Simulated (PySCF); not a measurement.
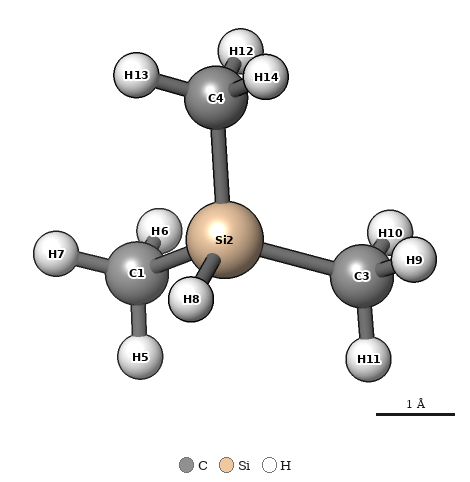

Figure 1. The structure (ball-and-stick view, seen at a tilt; atoms are numbered from 1 in the order of the input).

**C3H10Si: one change and its effect**

System: C3H10Si (trimethylsilane).
Method of run A: TDDFT PBE0/6-31G*, vertical, gas phase, core orbitals frozen in the response (PySCF 2.14.0).

The geometry comes from this level: PBE0-D3(BJ)/def2-SVP. Text and figures count atoms from 1; the logs count them from 0 in places.

### Input, run A
```
{"job": {"kind": "uv", "xc": "PBE0", "basis": "6-31G*"}, "charge": 0, "multiplicity": 1}
C      0.116510     1.708884    -0.496498
Si    -0.086484     0.108327     0.472900
C     -1.551087    -0.873064    -0.187302
C      1.486631    -0.919839     0.364419
H     -0.790416     2.330380    -0.432638
H      0.308295     1.499925    -1.561277
H      0.960210     2.302923    -0.111669
H     -0.343244     0.445690     1.913121
H     -1.704583    -1.795945     0.393837
H     -1.388321    -1.159579    -1.238754
H     -2.480610    -0.284673    -0.137517
H      1.705983    -1.191750    -0.680581
H      2.352651    -0.364270     0.756935
H      1.393674    -1.851759     0.943934
```

The first line tells a small driver script what to run in PySCF; the rest is the geometry in Å.

Launched with:
```bash
OMP_NUM_THREADS=1 python <driver script> task.json out
```

Hardware: 1 CPU thread, shared host.

### Output (run A)
```
coarse grid: 11088 points
cycle   1  E = -409.5388975140  dE = -7.961e-02  |g| = 4.955e-01  |ddm| = 2.909e+00
cycle   2  E = -409.5278654583  dE =  1.103e-02  |g| = 5.285e-01  |ddm| = 8.920e-01
cycle   3  E = -409.6032912303  dE = -7.543e-02  |g| = 1.520e-02  |ddm| = 4.728e-01
cycle   4  E = -409.6033677473  dE = -7.652e-05  |g| = 5.510e-03  |ddm| = 3.112e-02
cycle   5  E = -409.6033783276  dE = -1.058e-05  |g| = 4.840e-04  |ddm| = 8.123e-03
cycle   6  E = -409.6033784033  dE = -7.567e-08  |g| = 8.805e-05  |ddm| = 7.426e-04
final grid: 99272 points
cycle   7  E = -409.5588603270  dE = -1.117e-05  |g| = 7.414e-03  |ddm| = 1.385e-02
cycle   8  E = -409.5588569549  dE =  3.372e-06  |g| = 8.320e-03  |ddm| = 1.321e-02
cycle   9  E = -409.5588750906  dE = -1.814e-05  |g| = 1.283e-04  |ddm| = 6.850e-03
cycle  10  E = -409.5588750952  dE = -4.562e-09  |g| = 4.844e-05  |ddm| = 2.272e-04
cycle  11  E = -409.5588750959  dE = -7.396e-10  |g| = 5.852e-06  |ddm| = 6.404e-05
converged SCF energy = -409.5588750959

Static polarisability (au): isotropic 53.725, principal 49.900 55.626 55.650

Singlet excitations
state   eV       nm        f      main configurations
  1   9.2498    134.0   0.00000   H-1->L 0.38, H->L+1 0.36, H->L 0.13
  2   9.3742    132.3   0.00848   H-2->L 0.47, H->L 0.21, H-1->L+1 0.19
  3   9.3787    132.2   0.00930   H-2->L+1 0.46, H->L+1 0.21, H-1->L 0.19
  4   9.4789    130.8   0.02974   H->L 0.35, H-1->L+1 0.34, H->L+1 0.12
  5   9.5095    130.4   0.01972   H->L+2 0.71, H-1->L+2 0.10
  6   9.5130    130.3   0.02174   H-1->L+2 0.72, H->L+2 0.11
  7   9.5826    129.4   0.21622   H-2->L 0.48, H-1->L+1 0.16, H->L 0.14
  8   9.5838    129.4   0.21839   H-2->L+1 0.48, H->L+1 0.14, H-1->L 0.13
  9   9.7826    126.7   0.00020   H-2->L+2 0.94
 10  10.5629    117.4   0.01635   H->L+3 0.55, H-1->L+3 0.38

Triplet excitations (Tamm-Dancoff, eV): 8.6885 8.7270 8.7298 8.9744
```

The input of run B differs as follows (lines with − go, lines with + come):
```diff
-"basis": "6-31G*"
+"basis": "aug-cc-pVDZ"
```

What does this change do to the results?

The total energy of run B is 19.0 kcal/mol lower, which measures the change of basis and not a stability. The HOMO goes from −8.36 to −8.52 eV. The LUMO goes from 2.40 to −0.11 eV. The dipole moment goes from 0.64 to 0.57 D. The lowest excitation goes from 9.25 to 7.43 eV. The strongest computed line goes from 9.58 to 7.43 eV. Diffuse functions give room to the loosely bound empty orbitals, which lowers the LUMO. The SCF takes 12 iterations against 11. The basis functions go from 80 to 186.

### Output (run B)
```
coarse grid: 11088 points
cycle   1  E = -409.5190329759  dE = -5.233e-02  |g| = 4.818e-01  |ddm| = 7.921e+00
cycle   2  E = -409.5039075796  dE =  1.513e-02  |g| = 5.302e-01  |ddm| = 1.852e+00
cycle   3  E = -409.5804484196  dE = -7.654e-02  |g| = 2.013e-02  |ddm| = 9.779e-01
cycle   4  E = -409.5805736771  dE = -1.253e-04  |g| = 8.421e-03  |ddm| = 8.960e-02
cycle   5  E = -409.5805972054  dE = -2.353e-05  |g| = 8.415e-04  |ddm| = 2.290e-02
cycle   6  E = -409.5805974647  dE = -2.593e-07  |g| = 2.048e-04  |ddm| = 3.600e-03
final grid: 99272 points
cycle   7  E = -409.5892140573  dE = -1.711e-05  |g| = 7.582e-03  |ddm| = 1.398e-01
cycle   8  E = -409.5892094777  dE =  4.580e-06  |g| = 8.658e-03  |ddm| = 3.207e-02
cycle   9  E = -409.5892292730  dE = -1.980e-05  |g| = 1.607e-04  |ddm| = 1.611e-02
cycle  10  E = -409.5892292808  dE = -7.817e-09  |g| = 6.579e-05  |ddm| = 6.945e-04
cycle  11  E = -409.5892292823  dE = -1.454e-09  |g| = 7.075e-06  |ddm| = 1.795e-04
cycle  12  E = -409.5892292823  dE = -1.580e-11  |g| = 2.374e-06  |ddm| = 3.334e-05
converged SCF energy = -409.5892292823

Static polarisability (au): isotropic 67.667, principal 61.944 70.514 70.541

Singlet excitations
state   eV       nm        f      main configurations
  1   7.4251    167.0   0.06599   H->L 0.95
  2   7.4267    166.9   0.06627   H-1->L 0.95
  3   7.6042    163.0   0.00063   H-2->L 0.97
  4   7.9868    155.2   0.01267   H->L+1 0.69, H->L+2 0.15, H-1->L+2 0.10
  5   7.9875    155.2   0.01082   H->L+2 0.44, H-1->L+1 0.40
  6   7.9892    155.2   0.01771   H-1->L+2 0.59, H-1->L+1 0.26
  7   8.0107    154.8   0.00000   H-1->L+1 0.30, H->L+2 0.28, H-1->L+2 0.21
  8   8.0839    153.4   0.03900   H-2->L+1 0.88
  9   8.0845    153.4   0.03826   H-2->L+2 0.89
 10   8.1858    151.5   0.00006   H->L+3 0.94

Triplet excitations (Tamm-Dancoff, eV): 7.2911 7.2924 7.4394 7.7609
```

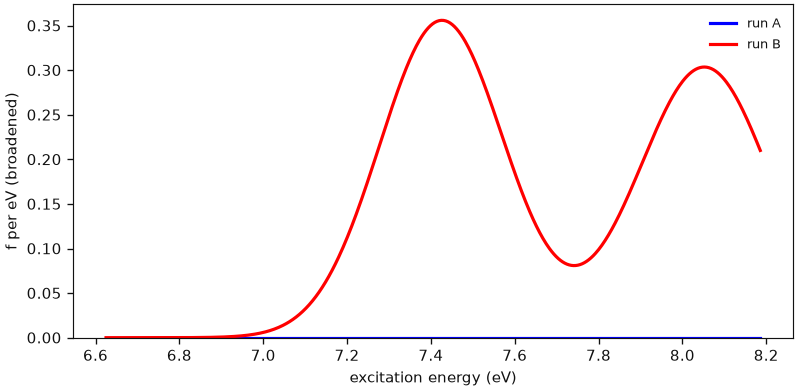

Figure 2. Absorption of the two runs from their computed states, each broadened by a Gaussian of 0.35 eV full width; the range ends where the shorter list of states ends.

### The two runs side by side

| quantity | run A | run B |
| --- | --- | --- |
| outcome | converged | converged |
| total energy (hartree) | −409.558875 | −409.589229 |
| HOMO (eV) | −8.36 | −8.52 |
| LUMO (eV) | 2.40 | −0.11 |
| dipole moment (D) | 0.64 | 0.57 |
| lowest excitation (eV) | 9.25 | 7.43 |
| SCF iterations | 11 | 12 |
| strongest computed line (eV) | 9.58 | 7.43 |
| basis functions | 80 | 186 |
| wall time (shared host) | 4.4 s | 13 s |
